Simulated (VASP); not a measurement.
Band structure of Pd (relaxed from the beta-Sn structure, space group I4_1/amd). All values below come from r2SCAN meta-GGA, VASP's PBE PAW potentials (set 64) (plane waves; VASP).

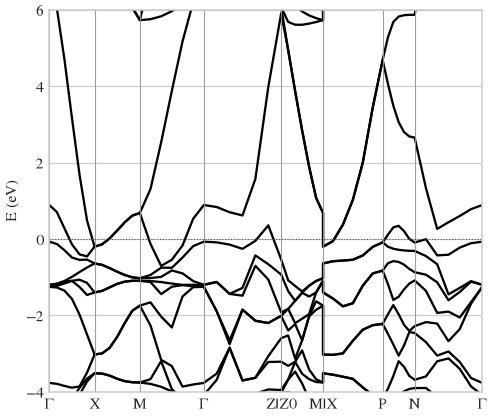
Fig. 1. Bands along high-symmetry lines, zero at the valence-band maximum or, without a gap, the Fermi level

Read the plot: is there a gap, and where are the band edges?

It has no gap at this level: it comes out as a metal or semimetal.

The structure was generated: Pd was put into the beta-Sn type (I4_1/amd), which need not be its known phase. It was relaxed first, which changed the volume by +6 %.
